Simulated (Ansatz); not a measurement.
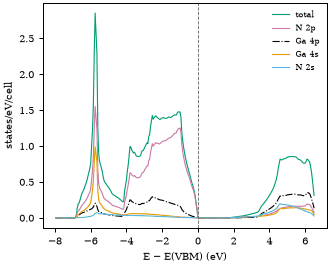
*Total and projected density of states of GaN (zinc blende, F-43m), PBE (plane waves, PAW; program Ansatz)*

Q: Which orbitals carry the states next to the gap?

A: Top 1 eV of the valence band: N 2p 87 %, Ga 4p 8 %. Bottom 1 eV of the conduction band: N 2s 37 %, Ga 4s 36 %, N 2p 19 %, Ga 4p 7 %. Projections are on Löwdin-orthogonalised atomic valence shells; empty p or d shells of many metals are not among them.

Q: Where is the tallest occupied peak in this window, and what makes it?

A: Near -5.8 eV, about 2.9 states/eV per cell; the largest projected share is N 2p.

Symmetry was held in the PBE relaxation; phonons on a q-mesh show no instability. Spin–orbit coupling is left out wherever it is not named.

Potentials: the later of the program's two PAW sets.
